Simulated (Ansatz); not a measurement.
The relaxed structure here is a generated cell of InSb: the first start was made by placing the elements on the sites of a structure type, and the end was not matched to a known phase here, so it may be hypothetical. Known forms of InSb include space group No. 216.

One stationary structure of InSb. Level of theory: r2SCAN (plane waves to 500 eV, PAW, scalar-relativistic; Ansatz, a program for electronic structure).

P6₃mc (No. 186), hP4, wurtzite type; a = b = 4.6226 Å, c = 7.6123 Å, α = β = 90.00°, γ = 120.00°.

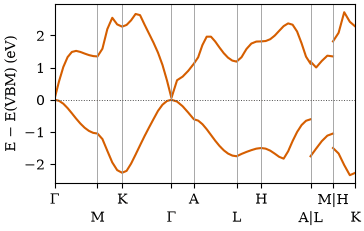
*Highest filled and lowest empty band along the path of this cell's Brillouin zone*

Q: Read off the gap and say whether it is direct.

A: 0.06 eV, direct at Γ (no spin-orbit coupling).

Q: How far does the top valence band disperse along this path?

A: About 2.3 eV.

No spin polarisation in the result. Without spin-orbit coupling the bands of the heavy element are not split, so the gap can be far off.

The run could not lose the symmetry of its start: the end is stationary, and may be a saddle point rather than a minimum.
